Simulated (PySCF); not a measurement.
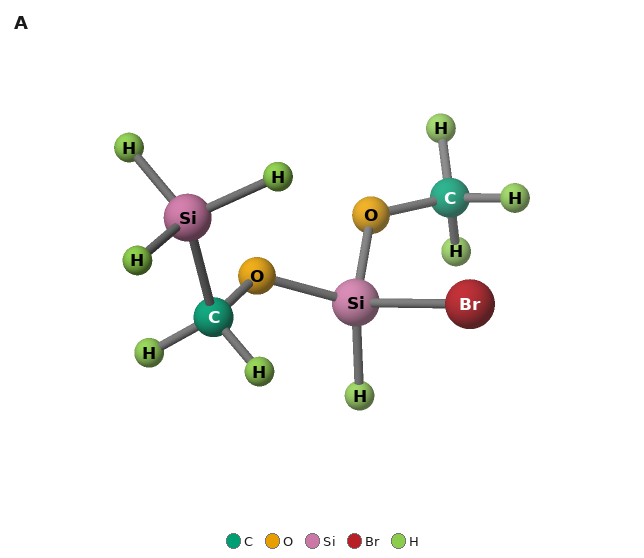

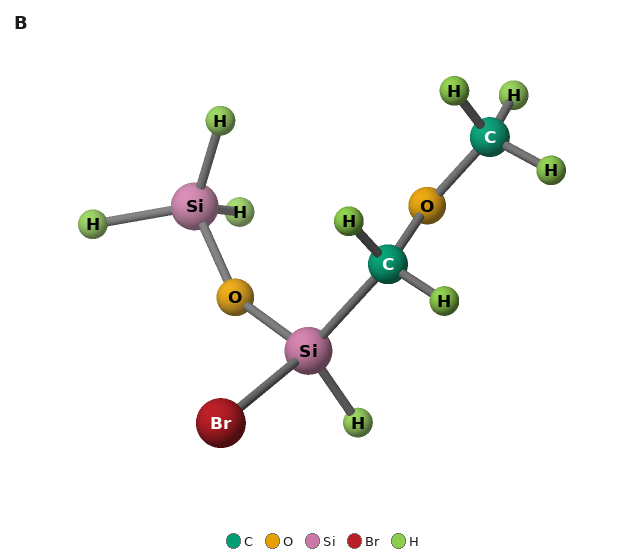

2 stationary structures of one formula. Geometries: GFN2-xTB. Electronic energies: ωB97X-D/def2-SVPD (PySCF 2.14.0), without zero-point energy. No frequency run is at hand to confirm each as a minimum. Each is one conformer, not always the lowest.

Question: Rank them by energy, lowest first.

Answer: B is lowest; A lies 0.180 eV above it. A is `CO[Si@@H](Br)OC[SiH3]`, B is `COC[Si@@H](Br)O[SiH3]`.

The geometry is semi-empirical. Around Br, Si such bond lengths and angles can be off by a tenth of an ångström or more and by several degrees, and values that hang on the shape move with them.
